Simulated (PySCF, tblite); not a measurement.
# C₄H₁₁B₂F₂N: geometry, infrared bands and NMR shifts

What infrared bands and NMR shifts should C₄H₁₁B₂F₂N (`CCCB(N)CB(F)F`) show?

The runs use tblite 0.8.0 and PySCF 2.14.0, with density-fitted response routines of our own; the level of theory stands in each step. All values are computed, except where a source is named. Atoms are numbered from 0 throughout.

### 1 The starting structure

20 atoms, charge 0, multiplicity 1; geometry from: force field or distance geometry start.

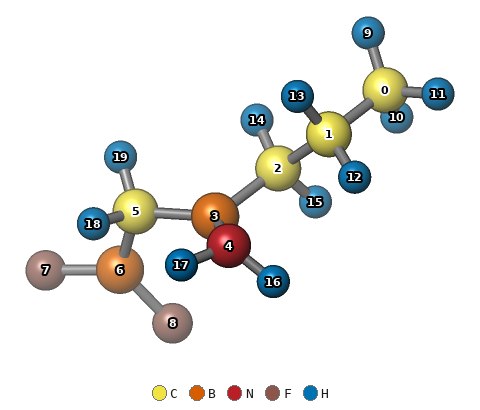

The starting geometry (carbon yellow, boron orange, nitrogen red, fluorine brown, hydrogen blue), atoms numbered.

### 2 Optimising the geometry with GFN2-xTB

Job settings and geometry (Å):

```
{"job": {"kind": "relax", "xc": "GFN2-xTB", "basis": "xTB"}, "charge": 0, "multiplicity": 1}
C     -2.935900     0.541100     0.036700
C     -1.777500    -0.411700     0.002900
C     -0.519000     0.448000     0.092600
B      0.797400    -0.401900     0.065000
N      0.666600    -1.873300     0.474700
C      2.011900     0.102400    -0.773500
B      3.014200     1.022600     0.046900
F      4.204600     1.497000    -0.653900
F      2.856200     1.362800     1.431900
H     -3.250600     0.788400    -0.972200
H     -2.676300     1.428500     0.658100
H     -3.769500    -0.013400     0.569900
H     -1.826400    -1.160400     0.827600
H     -1.806200    -0.991700    -0.956900
H     -0.604300     1.146600    -0.771300
H     -0.619600     1.052600     1.047600
H      0.366200    -1.983400     1.460500
H      1.485900    -2.446200     0.211100
H      2.629900    -0.768400    -1.123100
H      1.747300     0.671200    -1.677900
```

Run with:

```
$ OMP_NUM_THREADS=1 python probes_run.py task.json out
```

One launch serves the whole session: the jobs run in the order shown.

**Question.** This job is followed by: GFN2-xTB harmonic vibrations, gas phase; GIAO PBE0/pcSseg-1 NMR shielding, non-relativistic, gas phase. Predict these results of the whole session: strongest single infrared mode (GFN2-xTB); zero-point energy (GFN2-xTB); 13C shifts against TMS (PBE0/pcSseg-1); 1H shifts against TMS (PBE0/pcSseg-1, means over atoms taken as alike); 11B shifts against BF3·OEt2 (PBE0/pcSseg-1); 15N shifts against NH3 (PBE0/pcSseg-1); 19F shifts against CFCl3 (PBE0/pcSseg-1, means over atoms taken as alike).

**Answer**, as computed:

| quantity | value |
| --- | --- |
| strongest single infrared mode (GFN2-xTB) | 1267 cm⁻¹, 467 km/mol |
| zero-point energy (GFN2-xTB) | 100.4 kcal/mol |
| 13C shifts against TMS (PBE0/pcSseg-1) | 28.9, 21.5, 19.7, 10.2 ppm |
| 1H shifts against TMS (PBE0/pcSseg-1, means over atoms taken as alike) | 4.13, 1.21, 1.08, 0.96, 0.71 ppm |
| 11B shifts against BF3·OEt2 (PBE0/pcSseg-1) | 42.9, 28.5 ppm |
| 15N shifts against NH3 (PBE0/pcSseg-1) | 108.3 ppm |
| 19F shifts against CFCl3 (PBE0/pcSseg-1, means over atoms taken as alike) | -73.5 ppm |

**Reading.** Relaxing lowered the energy by 1.748 eV in 275 steps; the close pair that moved most is B3–N4, from 1.533 to 1.380 Å. All 54 modes are real, so the xTB geometry is a minimum. The strongest single mode, at 1267 cm⁻¹, moves mainly B6. Unscaled tight-binding wavenumbers are off by several per cent, some by more. Its intensities can rank the bands wrongly. At PBE0/pcSseg-1: The widest tensor belongs to F7, F8: span 286 ppm, with a paramagnetic part of -223 ppm.
